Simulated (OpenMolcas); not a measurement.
**One shape, several levels: doublet CH4ClFOSi+**

Wanted: a comparison of 6 runs (UHF/3-21G, U-revPBE/def2-SVP, UB3LYP/def2-SVP, UPBE0/def2-SVP, USVWN5/def2-SVP, ROMP2/def2-SVP) of doublet CH4ClFOSi+. 

Program for the calculation: OpenMolcas 26.06.

### Step 1. Starting point

CH4ClFOSi+: 9 atoms, total charge +1, spin state doublet. As SMILES of the parent species, `C[Si](O)(F)Cl`. The shape is that of a PBE0-D4/def2-TZVP optimisation. This is one conformer, not always the lowest. That shape belongs to the parent species and isn't relaxed for this state.

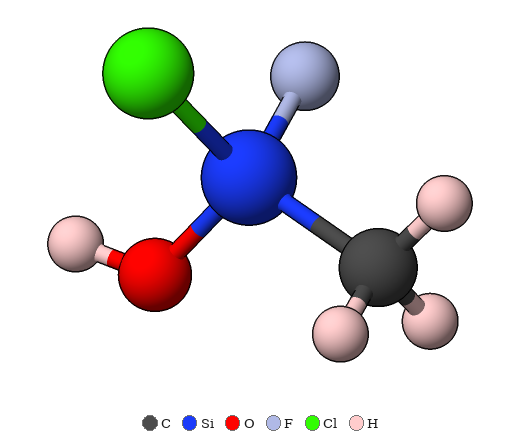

The structure, seen from a chosen angle (carbon dark grey, silicon blue, oxygen red, fluorine light blue, chlorine green, hydrogen pink).

### Step 2. The energy at UHF/3-21G (run 1)

Contents of job.inp:

```
&GATEWAY
  BasLib = $CurrDir
  Coord
  9
  angstrom
  C       -1.142400      -0.178600       0.512200
  Si       0.561300       0.218400      -0.038000
  O        1.048100      -0.886600      -1.122500
  F        1.553300       0.230300       1.206200
  Cl       0.689400       2.097500      -0.845100
  H       -1.833600      -0.141900      -0.331500
  H       -1.476300       0.534700       1.267700
  H       -1.171800      -1.182300       0.942400
  H        1.860700      -0.738000      -1.608600
  Basis = 3-21G
  Group = NoSym

&SEWARD

&SCF
  UHF
  Charge = 1
  Spin = 2
  Thresholds = 1e-10 1e-07 1e-07 1e-05
  PrOrbitals = 1 1
```

The basis set 3-21G is read from a file made from the Basis Set Exchange's data (not shown).

The run is started by

```bash
$ export MOLCAS_MEM=1860
$ pymolcas job.inp > job.log
```

The log of the run:

```text
--- Start Module: gateway ---
[...]
--- Stop Module: gateway /rc=_RC_ALL_IS_WELL_ ---
--- Start Module: seward ---
[...]
      Basis functions           61
--- Stop Module: seward /rc=_RC_ALL_IS_WELL_ ---
[...]
--- Start Module: scf ---
[...]
       Convergence after  41 Iterations
[...]
::    Total SCF energy                               -957.7852424373
[...]
      Total spin, S                                     0.5015113096
[...]
      Total electronic charge=   57.000000
      Total            charge=    1.000000
[...]
      Dipole Moment (debye):
      Origin of the operator (angstrom)=    0.6119    0.5788   -0.1688
                   X= -1.0824E+00               Y=  2.9052E+00               Z= -2.4111E+00           Total=  3.9275E+00
      Center of Charge (angstrom)
[...]
--- Stop Module: scf /rc=_RC_ALL_IS_WELL_ ---
[...]
```

Wall time 9 s (1 thread of AMD EPYC 7R43 (Zen 3), shared host); peak memory 0.39 GiB.

### Step 3. A single-point energy at U-revPBE/def2-SVP (run 2)

Contents of mol.xyz:

```xyz
9

C     -1.142400    -0.178600     0.512200
Si     0.561300     0.218400    -0.038000
O      1.048100    -0.886600    -1.122500
F      1.553300     0.230300     1.206200
Cl     0.689400     2.097500    -0.845100
H     -1.833600    -0.141900    -0.331500
H     -1.476300     0.534700     1.267700
H     -1.171800    -1.182300     0.942400
H      1.860700    -0.738000    -1.608600
```

Contents of mol.input:

```
* CH4ClFOSi Kohn-Sham DFT
&GATEWAY
BasLib=$CurrDir
Coord=mol.xyz
Basis=def2-SVP
Group=NoSym
&SEWARD
GridInput
Grid=UltraFine
End of Grid
&SCF
UHF
Charge=1
Spin=2
KSDFT=revPBE
Thresholds=1e-10 1e-07 1e-07 1e-05
PrOrbitals=1
```

The basis set def2-SVP is read from a file made from the Basis Set Exchange's data (not shown).

The run is started by

```bash
$ export MOLCAS_MEM=1860
$ pymolcas mol.input > mol.log
```

The log of the run:

```text
--- Start Module: gateway ---
[...]
--- Stop Module: gateway /rc=_RC_ALL_IS_WELL_ ---
--- Start Module: seward ---
[...]
      Basis functions           98
--- Stop Module: seward /rc=_RC_ALL_IS_WELL_ ---
[...]
--- Start Module: scf ---
[...]
       Convergence after  38 Iterations
[...]
::    Total KS-DFT energy                            -964.4241111225
[...]
      Total spin, S                                     0.5009043659
[...]
      Total electronic charge=   57.000000
      Total            charge=    1.000000
[...]
      Dipole Moment (debye):
      Origin of the operator (angstrom)=    0.6119    0.5788   -0.1688
                   X= -1.4552E+00               Y= -8.7786E-01               Z= -1.4434E+00           Total=  2.2298E+00
      Center of Charge (angstrom)
[...]
--- Stop Module: scf /rc=_RC_ALL_IS_WELL_ ---
[...]
```

Wall time 92 s (1 thread of AMD EPYC 7R43 (Zen 3), shared host); peak memory 0.55 GiB.

Runs 3 to 5 aren't shown in full; the table further down has their settings and results.

### Step 4. A single-point energy at ROMP2/def2-SVP (run 6)

Contents of test.inp:

```
* CH4ClFOSi ROMP2
&GATEWAY
BasLib
$CurrDir
Coord
9
angstrom
C       -1.142400      -0.178600       0.512200
Si       0.561300       0.218400      -0.038000
O        1.048100      -0.886600      -1.122500
F        1.553300       0.230300       1.206200
Cl       0.689400       2.097500      -0.845100
H       -1.833600      -0.141900      -0.331500
H       -1.476300       0.534700       1.267700
H       -1.171800      -1.182300       0.942400
H        1.860700      -0.738000      -1.608600
Basis
def2-SVP
Group
NoSym
&SEWARD
&SCF
UHF
Charge
1
Spin
2
Thresholds
1e-10 1e-07 1e-07 1e-05
PrOrbitals
0
&RASSCF
FileOrb
$Project.UnaOrb
Spin
2
Nactel
1 0 0
Inactive
28
Ras2
1
OutOrbitals
Canonical
OrbListing
Nothing
&CASPT2
IPEA
0.0
Frozen
13
```

The basis set def2-SVP is read from a file made from the Basis Set Exchange's data (not shown).

The run is started by

```bash
$ export MOLCAS_MEM=1860
$ pymolcas test.inp > test.log
```

The log of the run:

```text
--- Start Module: gateway ---
[...]
--- Stop Module: gateway /rc=_RC_ALL_IS_WELL_ ---
[...]
      Basis functions           98
[...]
       Convergence after  40 Iterations
[...]
::    Total SCF energy                               -962.2986795149
[...]
      Total spin, S                                     0.5041220021
[...]
--- Start Module: rasscf ---
[...]
      Number of active orbitals                  1
[...]
      Spin quantum number                      0.5
[...]
      Active orbitals                            1
[...]
      Number of CSFs                             1
[...]
      Number of root(s) required                 1
[...]
      Convergence after 13 iterations
[...]
      printout of CI-coefficients larger than  0.05 for root  1
      energy=    -962.294239
      conf/sym  1     Coeff  Weight
             1  u   1.00000 1.00000
      Natural orbitals and occupation numbers for root  1
      sym 1:   1.000000
      ************************************************************************************************************************
      *                                                    Final results                                                     *
[...]
::    RASSCF root number  1 Total energy:   -962.29423850
[...]
      Total electronic charge=   57.000000
      Total            charge=    1.000000
[...]
      Dipole Moment (debye):
      Origin of the operator (angstrom)=    0.6119    0.5788   -0.1688
                   X= -9.5276E-01               Y=  3.3955E+00               Z= -2.6690E+00           Total=  4.4227E+00
      Center of Charge (angstrom)
[...]
--- Stop Module: rasscf /rc=_RC_ALL_IS_WELL_ ---
[...]
--- Start Module: caspt2 ---
[...]
 ###    WARNING: User changed nr of frozen orbitals.                         ###
 ###############################################################################
[...]
      E2 (Variational):          -0.7274852866
      Total energy:            -963.0217237901
[...]
      Reference weight:           0.82230
[...]
::    CASPT2 Root  1     Total energy:   -963.02172379
[...]
--- Stop Module: caspt2 /rc=_RC_ALL_IS_WELL_ ---
[...]
```

Run time: 36 s. Hardware: 1 thread of AMD EPYC 7R43 (Zen 3), shared host; peak memory 0.54 GiB.

### Step 5. Overview of the runs

```tsv
run	level	integration grid	frozen core orbitals	energy (Eh)	HOMO energy (eV)	LUMO energy (eV)	⟨S²⟩	wall time
1	UHF/3-21G	–	–	-957.785242	-19.02	-10.26	0.753	9 s
2	U-revPBE/def2-SVP	UltraFine	–	-964.424111	-14.14	-14.04	0.752	92 s
3	UB3LYP/def2-SVP	UltraFine	–	-964.662304	-15.31	-13.85	0.754	92 s
4	UPBE0/def2-SVP	UltraFine	–	-964.132724	-15.58	-13.78	0.756	78 s
5	USVWN5/def2-SVP	UltraFine	–	-960.459987	-14.30	-14.29	0.751	80 s
6	ROMP2/def2-SVP	–	13	-963.021724	–	–	–	36 s
```

### Step 6. Outcome

| quantity | value |
| --- | --- |
| run 6: total energy | -963.02172 Eh |

Totals of different functionals can't be ranked against each other. All runs together took 6.5 min, the longest 92 s.
